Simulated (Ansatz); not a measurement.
**Run report: B2SiH6, geometry relaxation (part 2 of 2)**

The same run, continued: B2SiH6; RKS PBE-D4/def2-SVP (Ansatz 0.2.0). The geometry: force-field start.

Geometry of the input (Å):
```
B  -1.1937  0.8115  -0.8505
B  0.2342  0.7201  -0.1320
Si 0.7436  -0.9554  0.6616
H  -1.9001  -0.0593  -0.8987
H  -1.5647  1.8736  -1.3700
H  0.9668  1.6674  -0.1017
H  0.8168  -2.0066  -0.3479
H  2.1598  -0.7970  1.2457
H  -0.1742  -1.3006  1.7763
```

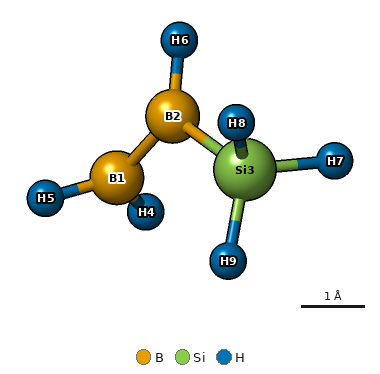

Fig. 1: The geometry at step 14 of the log (ball-and-stick view, seen at a tilt; atoms are numbered from 1 in the order of the input).

## Trajectory as extended XYZ, continued
```
9
Properties=species:S:1:pos:R:3:forces:R:3 step=6 energy=-9315.10596
B    -1.2675    0.8836   -0.8964    0.3694   0.1584   0.3988
B     0.2939    0.7507   -0.2062   -0.5690   0.1655  -0.5072
Si    0.8237   -0.8945    0.8340   -0.1083   0.0114   0.2399
H    -1.8246   -0.0740   -1.4314    0.2026   0.2581  -0.2216
H    -1.9148    1.9422   -0.8543    0.0871  -0.4434   0.2463
H     1.1649    1.5617   -0.5150   -0.0090  -0.2783  -0.1428
H     0.8167   -1.9373   -0.2702    0.0219   0.0661  -0.0124
H     2.1883   -0.9215    1.4710   -0.0223   0.0519   0.0208
H    -0.1921   -1.3572    1.8513    0.0278   0.0102  -0.0217
9
Properties=species:S:1:pos:R:3:forces:R:3 step=7 energy=-9315.30228
B    -1.2495    0.8804   -0.8580   -0.3102   0.3265  -0.1419
B     0.2659    0.7291   -0.2419    0.1327   0.0866  -0.2001
Si    0.7961   -0.8698    0.8644    0.0963  -0.0036   0.1387
H    -1.7416    0.0023   -1.5831    0.2070   0.3730   0.0701
H    -1.9581    1.8917   -0.6707    0.1758  -0.5879   0.1565
H     1.1889    1.4455   -0.6422   -0.1646  -0.2794  -0.0505
H     0.8260   -1.8954   -0.2528    0.0175   0.0031  -0.0123
H     2.1693   -0.8736    1.4962   -0.1173   0.0788   0.0002
H    -0.2085   -1.3565    1.8709   -0.0371   0.0029   0.0393
9
Properties=species:S:1:pos:R:3:forces:R:3 step=8 energy=-9315.41263
B    -1.2637    0.9012   -0.8509    0.0651   0.1969  -0.0297
B     0.2514    0.6793   -0.2869    0.0387   0.0946  -0.1977
Si    0.7824   -0.8580    0.8807    0.1053  -0.0935   0.1567
H    -1.7390    0.1302   -1.6773    0.0379   0.0937   0.0107
H    -1.9796    1.8407   -0.5176    0.0026  -0.2051   0.0932
H     1.2265    1.2741   -0.7381   -0.1362  -0.0566  -0.0425
H     0.9056   -1.8707   -0.2418    0.0269  -0.0642   0.0295
H     2.1359   -0.7640    1.5508   -0.1455   0.0317  -0.0199
H    -0.2310   -1.3791    1.8639    0.0053   0.0027  -0.0003
9
Properties=species:S:1:pos:R:3:forces:R:3 step=9 energy=-9315.46413
B    -1.2565    0.9184   -0.8479   -0.0426   0.0530  -0.0268
B     0.2701    0.6308   -0.3694   -0.0785   0.1353  -0.0205
Si    0.7782   -0.8679    0.8730    0.0599  -0.0913  -0.0416
H    -1.7590    0.2753   -1.7635    0.0101   0.0336   0.0765
H    -1.9818    1.7637   -0.3334    0.0711  -0.1009  -0.0202
H     1.2266    1.2160   -0.8545    0.0096  -0.0025   0.0052
H     1.0035   -1.9399   -0.1749    0.0398  -0.0773   0.0653
H     2.0729   -0.6695    1.6209   -0.0468   0.0164  -0.0169
H    -0.2654   -1.3732    1.8326   -0.0225   0.0336  -0.0210
9
Properties=species:S:1:pos:R:3:forces:R:3 step=10 energy=-9315.48054
B    -1.2629    0.9407   -0.8331   -0.0286   0.0154   0.0732
B     0.2713    0.6185   -0.4141    0.0620   0.0228  -0.1759
Si    0.7850   -0.8908    0.8248   -0.0305  -0.1088   0.1332
H    -1.8167    0.3315   -1.7382    0.0105   0.0123   0.0125
H    -1.9555    1.7641   -0.2501    0.0231  -0.0333  -0.0170
H     1.2312    1.1845   -0.9137    0.0020   0.0449   0.0092
H     1.1561   -2.0379   -0.0909   -0.0408   0.0212  -0.0097
H     2.0047   -0.5994    1.6648   -0.0501   0.0479  -0.0108
H    -0.3248   -1.3575    1.7333    0.0524  -0.0225  -0.0148
9
Properties=species:S:1:pos:R:3:forces:R:3 step=11 energy=-9315.48256
B    -1.2603    0.9460   -0.8207    0.0219   0.0173  -0.0264
B     0.2846    0.6106   -0.4586    0.0457  -0.1795   0.1633
Si    0.7825   -0.9142    0.8273   -0.1582   0.2868  -0.2308
H    -1.8466    0.3489   -1.7128   -0.0083  -0.0156   0.0180
H    -1.9272    1.7738   -0.2181    0.0079  -0.0261   0.0285
H     1.2484    1.1705   -0.9550    0.0197  -0.0106   0.0024
H     1.1958   -2.0476   -0.0806    0.0384  -0.0343   0.0212
H     1.9504   -0.5320    1.6969    0.0240  -0.0287   0.0198
H    -0.3390   -1.4022    1.7043    0.0089  -0.0093   0.0039
9
Properties=species:S:1:pos:R:3:forces:R:3 step=12 energy=-9315.48861
B    -1.2543    0.9482   -0.8191   -0.0306  -0.0348   0.0097
B     0.2911    0.6007   -0.4758    0.0382   0.0392   0.0320
Si    0.7708   -0.9034    0.8072    0.0140  -0.0107  -0.0136
H    -1.8548    0.3575   -1.7063   -0.0085   0.0093   0.0104
H    -1.9157    1.7569   -0.1829    0.0281  -0.0211  -0.0090
H     1.2561    1.1676   -0.9640    0.0027  -0.0353  -0.0023
H     1.2198   -2.0637   -0.0577   -0.0100   0.0525   0.0259
H     1.9274   -0.5154    1.6981   -0.0356  -0.0097  -0.0282
H    -0.3520   -1.3946    1.6833    0.0016   0.0106  -0.0249
9
Properties=species:S:1:pos:R:3:forces:R:3 step=13 energy=-9315.48989
B    -1.2448    0.9315   -0.7951    0.0386   0.1015  -0.0390
B     0.3109    0.6123   -0.4781   -0.0617  -0.0402  -0.1429
Si    0.7600   -0.8942    0.7982    0.0097   0.0095   0.0298
H    -1.8655    0.3339   -1.6624   -0.0066  -0.0359   0.0302
H    -1.8865    1.7537   -0.1597   -0.0284  -0.0163   0.0360
H     1.2743    1.1413   -1.0039    0.0303   0.0243   0.0319
H     1.2442   -2.0363   -0.0635    0.0053  -0.0103  -0.0079
H     1.8845   -0.4943    1.7166    0.0195  -0.0159   0.0459
H    -0.3886   -1.3943    1.6307   -0.0066  -0.0167   0.0160
9
Properties=species:S:1:pos:R:3:forces:R:3 step=14 energy=-9315.49402
B    -1.2365    0.9404   -0.7930    0.0044  -0.0453   0.0315
B     0.3238    0.6090   -0.5106   -0.0383   0.0227  -0.1084
Si    0.7543   -0.8910    0.7878   -0.0071   0.0236   0.0123
H    -1.8920    0.3264   -1.6242    0.0201   0.0122   0.0142
H    -1.8638    1.7451   -0.1213   -0.0061   0.0198   0.0046
H     1.2945    1.1250   -1.0360    0.0245   0.0037   0.0265
H     1.2824   -2.0308   -0.0509    0.0041  -0.0102   0.0033
H     1.8414   -0.4700    1.7452   -0.0082  -0.0119   0.0076
H    -0.4157   -1.4004    1.5858    0.0065  -0.0147   0.0083
9
Properties=species:S:1:pos:R:3:forces:R:3 step=15 energy=-9315.49588
B    -1.2271    0.9403   -0.7715    0.0100  -0.0795  -0.0243
B     0.3470    0.6046   -0.5700   -0.0824   0.0607  -0.0050
Si    0.7414   -0.8847    0.7641    0.0674  -0.0370   0.0444
H    -1.9366    0.3205   -1.5587    0.0736   0.0515   0.0669
H    -1.8167    1.7417   -0.0579    0.0340  -0.0188  -0.0183
H     1.3278    1.0978   -1.0984   -0.0117  -0.0235   0.0128
H     1.3581   -2.0267   -0.0197   -0.0438   0.0630   0.0546
H     1.7559   -0.4218    1.7929   -0.0936  -0.0250  -0.1021
H    -0.4615   -1.4180    1.5020    0.0465   0.0087  -0.0290
9
Properties=species:S:1:pos:R:3:forces:R:3 step=16 energy=-9315.49739
B    -1.2245    0.9384   -0.7698    0.0256  -0.0557  -0.0063
B     0.3487    0.6079   -0.5670   -0.0813   0.0461  -0.0394
Si    0.7384   -0.8832    0.7634    0.0266  -0.0190   0.0293
H    -1.9314    0.3140   -1.5522    0.0466   0.0317   0.0383
H    -1.8131    1.7412   -0.0589    0.0134  -0.0060  -0.0034
H     1.3296    1.0968   -1.0980   -0.0017  -0.0175   0.0186
H     1.3511   -2.0216   -0.0216   -0.0100   0.0210   0.0219
H     1.7505   -0.4176    1.7863   -0.0422  -0.0147  -0.0428
H    -0.4607   -1.4223    1.5005    0.0228   0.0142  -0.0161
9
Properties=species:S:1:pos:R:3:forces:R:3 step=17 energy=-9315.49873
B    -1.2177    0.9345   -0.7590    0.0297  -0.0243   0.0091
B     0.3566    0.6103   -0.5828   -0.0464   0.0374  -0.0514
Si    0.7314   -0.8798    0.7524   -0.0138  -0.0097   0.0189
H    -1.9360    0.3036   -1.5223    0.0180   0.0124   0.0093
H    -1.7933    1.7344   -0.0351    0.0006  -0.0035   0.0038
H     1.3422    1.0856   -1.1155   -0.0006  -0.0086   0.0118
H     1.3689   -2.0151   -0.0121    0.0028  -0.0065   0.0021
H     1.7148   -0.3974    1.7902   -0.0028  -0.0006   0.0003
H    -0.4785   -1.4224    1.4670    0.0126   0.0033  -0.0039
9
Properties=species:S:1:pos:R:3:forces:R:3 step=18 energy=-9315.50014
B    -1.2040    0.9295   -0.7394    0.0177   0.0105   0.0255
B     0.3734    0.6145   -0.6206   -0.0214   0.0210  -0.0337
Si    0.7157   -0.8727    0.7316   -0.0003  -0.0272   0.0127
H    -1.9471    0.2926   -1.4713    0.0020  -0.0002  -0.0044
H    -1.7556    1.7160    0.0188    0.0056  -0.0175  -0.0086
H     1.3673    1.0652   -1.1564   -0.0068  -0.0048   0.0078
H     1.4047   -2.0074    0.0115   -0.0027   0.0068   0.0059
H     1.6444   -0.3542    1.8023   -0.0010  -0.0008   0.0009
H    -0.5104   -1.4300    1.4062    0.0069   0.0123  -0.0061
9
Properties=species:S:1:pos:R:3:forces:R:3 step=19 energy=-9315.50048
B    -1.1835    0.9186   -0.7095    0.0221   0.0218   0.0284
B     0.3974    0.6185   -0.6749   -0.0160   0.0321   0.0205
Si    0.6973   -0.8627    0.7026    0.0123  -0.0191   0.0144
H    -1.9574    0.2779   -1.4048   -0.0001  -0.0079  -0.0034
H    -1.7041    1.6764    0.1008    0.0256  -0.0326  -0.0327
H     1.4001    1.0419   -1.2127   -0.0149   0.0012  -0.0101
H     1.4493   -1.9970    0.0451   -0.0329   0.0237   0.0281
H     1.5494   -0.2996    1.8174   -0.0210  -0.0130  -0.0385
H    -0.5599   -1.4201    1.3188    0.0248  -0.0062  -0.0067
9
Properties=species:S:1:pos:R:3:forces:R:3 step=20 energy=-9315.50090
B    -1.1856    0.9214   -0.7172   -0.0098   0.0002   0.0422
B     0.3945    0.6257   -0.6599    0.0029  -0.0082  -0.0299
Si    0.6994   -0.8628    0.7080    0.0190  -0.0191   0.0221
H    -1.9476    0.2762   -1.4227    0.0102   0.0039  -0.0015
H    -1.7193    1.6760    0.0853    0.0054  -0.0080  -0.0213
H     1.3925    1.0543   -1.2027   -0.0020   0.0036   0.0111
H     1.4277   -2.0051    0.0397   -0.0160   0.0253   0.0055
H     1.5763   -0.3147    1.8099   -0.0178  -0.0080  -0.0220
H    -0.5494   -1.4172    1.3424    0.0081   0.0102  -0.0062
9
Properties=species:S:1:pos:R:3:forces:R:3 step=21 energy=-9315.50069 accepted=F
B    -1.1859    0.9130   -0.7130   -0.0055   0.0525  -0.0552
B     0.3945    0.6246   -0.6574    0.0022   0.0027   0.0114
Si    0.6996   -0.8630    0.7103    0.0108  -0.0091   0.0023
H    -1.9415    0.2750   -1.4315   -0.0003  -0.0187   0.0200
H    -1.7230    1.6765    0.0767   -0.0058  -0.0196   0.0187
H     1.3904    1.0665   -1.1934   -0.0028  -0.0132   0.0031
H     1.4131   -2.0077    0.0346    0.0063  -0.0032  -0.0055
H     1.5872   -0.3191    1.8027    0.0021  -0.0020   0.0066
H    -0.5459   -1.4121    1.3537   -0.0069   0.0105  -0.0014
9
Properties=species:S:1:pos:R:3:forces:R:3 step=22 energy=-9315.50114
B    -1.1842    0.9180   -0.7148   -0.0017  -0.0025   0.0076
B     0.3959    0.6250   -0.6612    0.0040   0.0106  -0.0060
Si    0.6989   -0.8623    0.7082   -0.0028   0.0007  -0.0006
H    -1.9440    0.2721   -1.4215    0.0015  -0.0029  -0.0009
H    -1.7191    1.6729    0.0850   -0.0020  -0.0006  -0.0012
H     1.3939    1.0584   -1.1994    0.0017  -0.0034   0.0011
H     1.4212   -2.0039    0.0362   -0.0013  -0.0007   0.0009
H     1.5772   -0.3151    1.8070    0.0002  -0.0023  -0.0011
H    -0.5512   -1.4113    1.3432    0.0005   0.0012   0.0002
```

## Summary

| quantity | value |
| --- | --- |
| outcome | converged |
| total energy | −9315.5012 eV |
| mean-field energy | −9315.3602 eV |
| dispersion energy | −0.1409 eV |
| SCF solution under orbital rotations | stable |
| largest force (length of the vector) at the end | 0.013 eV/Å |
| dipole moment | 0.32 D |
| hardware | 2 threads of INTEL XEON PLATINUM @ 2.10GHz, 23 GiB of memory available, shared host |
| wall time | 14 s (CPU time 25 s) |
| peak memory | 0.16 GiB |
